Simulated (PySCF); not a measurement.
SMILES CCCc1ccccc1 (C₉H₁₂), GFN2-xTB optimised geometry. Atoms within 1.6 Å of the plane z = 0.0 Å (x, y, z in Å): C2 (-2.02, -2.20, -1.45), C3 (-1.49, -1.90, -0.04), C4 (-0.71, -0.62, 0.00), C5 (-1.38, 0.60, 0.00), C6 (-0.68, 1.79, 0.00), C7 (0.71, 1.78, 0.00), C8 (1.38, 0.57, 0.00), C9 (0.67, -0.62, 0.00), H14 (-2.67, -3.08, -1.40), H15 (-0.86, -2.73, 0.29), H16 (-2.34, -1.83, 0.65), H17 (-2.46, 0.62, 0.01), H18 (-1.21, 2.73, 0.00), H19 (1.26, 2.71, 0.00), H20 (2.46, 0.55, 0.00), H21 (1.21, -1.56, 0.00).

Computed with B3LYP/def2-SVP (PySCF 2.14.0). Cells within 0.4 Å of a nucleus heavier than hydrogen are left out (blank, or x).

Map of the deformation density (molecule minus spherical neutral atoms) (e/bohr³) on the plane z = 0.0 Å:

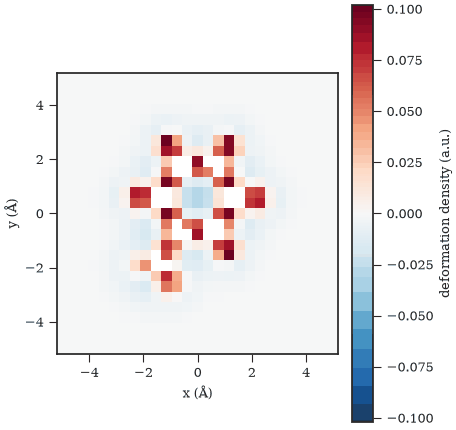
Fig. 1. Deformation density (molecule minus spherical neutral atoms) (e/bohr³) on the plane z = 0.0 Å.
